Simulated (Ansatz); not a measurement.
**SrHfO3, pressure series**

Base system: SrHfO3 (space group Imma, No. 74; a = 5.7679 Å, b = 8.0987 Å, c = 5.7855 Å; a cell from a computed database, its experimental status unchecked).

Cell and atoms are relaxed at each pressure.

All numbers come from DFT with PBEsol, PAW potentials and a 420 eV plane-wave cutoff in Ansatz (a first-principles code), no SOC.

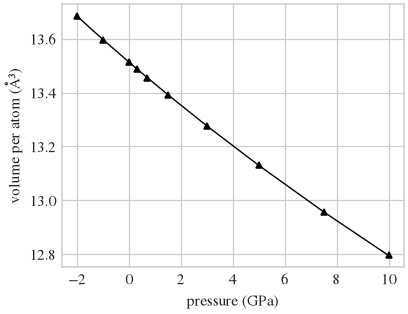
*Volume per atom against pressure*

Problem. From the plot, what is the volume per atom for pressure 1.5 GPa?

Solution. About 13.39 Å³.

Problem. Is the trend monotonic over the range shown?

Solution. Yes, it falls throughout, spanning 12.80 Å³ to 13.68 Å³.

Load acts through the strain it causes; cell and atoms are relaxed under it. Whether these cells are dynamically stable was not tested. Competing high-pressure phases were not computed.
